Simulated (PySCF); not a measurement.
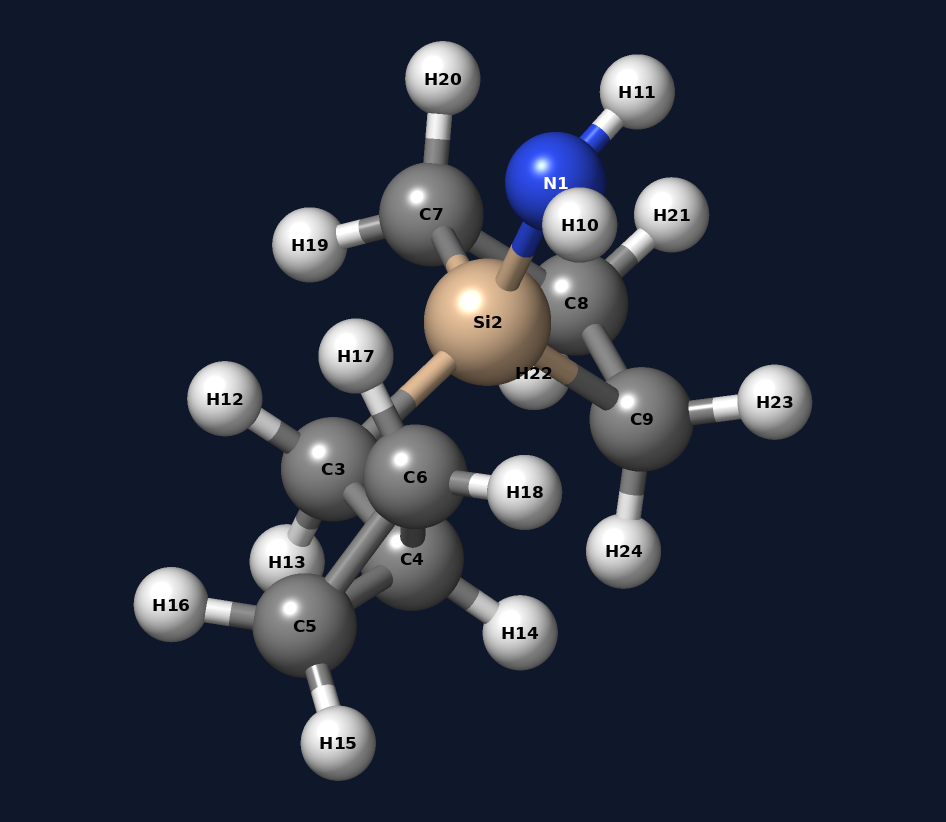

Every bond is drawn as one stick. The computed structure is the end point of a GFN2-xTB optimisation. No frequency run is at hand to confirm it as a minimum. Computed with PBE0/pcSseg-1 (PySCF 2.14.0).

List the Mayer bond orders of N1–Si2, Si2–C3, Si2–C7, Si2–C9, C3–C4, C4–C5, C4–C6, C5–C6, C7–C8, C8–C9 (bonds between heavy atoms, one of each equivalent set).

```tsv
bond	Mayer order	length (Å)
N1–Si2	1.09	1.726
Si2–C3	0.90	1.902
Si2–C7	0.89	1.908
Si2–C9	0.86	1.922
C3–C4	1.02	1.507
C4–C5	0.96	1.499
C4–C6	0.94	1.497
C5–C6	0.98	1.501
C7–C8	1.01	1.541
C8–C9	1.02	1.543
```

The geometry is semi-empirical. Around Si such bond lengths and angles can be off by a tenth of an ångström or more and by several degrees, and values that hang on the shape move with them.
